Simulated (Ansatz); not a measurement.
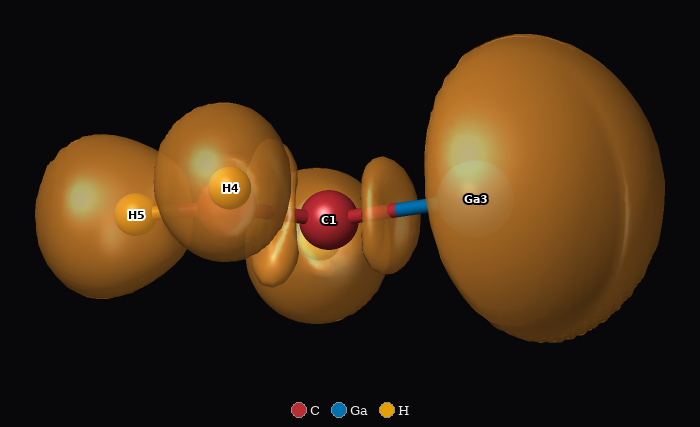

Figure. C$_{2}$H$_{3}$Ga (SMILES C=[CH][Ga]). Isosurface of the electron localisation function at 0.85 (orange), seen from one side. Core shells and regions of very low density are left out.

Geometry: PBE-D3(BJ)/def2-SVP.

All numbers below come from isolated molecule in a Gaussian basis; Kohn-Sham density functional theory, functional PBE0 in Ansatz.

Input

```
crystal:
  periodic: [false, false, false]
  atoms:
    - {symbol: C, position_ang: [-1.496908, 0.693560, 1.837945]}
    - {symbol: C, position_ang: [-0.887197, 0.346001, 0.680309]}
    - {symbol: Ga, position_ang: [-0.603527, -0.247768, 3.421529]}
    - {symbol: H, position_ang: [-0.025874, -0.358303, 0.664303]}
    - {symbol: H, position_ang: [-1.179675, 0.717813, -0.321516]}
    - {symbol: H, position_ang: [-2.348439, 1.399542, 1.780469]}
basis:
  gaussian:
    orbitals: def2-TZVPD
hamiltonian:
  xc: pbe0
output: {forces: true, orbitals: {seedname: orbitals}}
```

Launched as:

```sh
ansatz run input.yaml --threads 1 --pin off --max-ram 2610MiB --events-out events.jsonl --progress --plain --runs-dir runs
```

Q: Identify the bonds, lone pairs and shells in this picture.

A: The ELF exceeds this value in one region between bonded C–C atoms (shared pairs), three regions around hydrogen nuclei, one lobe of the valence shell of C pointing towards Ga (polar bonds) and one lobe on Ga, pointing away from the bonds (lone pairs). Along the contacts the grid gives the following. C–C (1.35 Å): the ELF peaks at about 0.90 between the atoms; a covalent bond. C–Ga (2.05 Å): the ELF peaks at about 0.95 in the valence shell of C, 0.7 Å from its nucleus, and is about 0.55 at the midpoint.
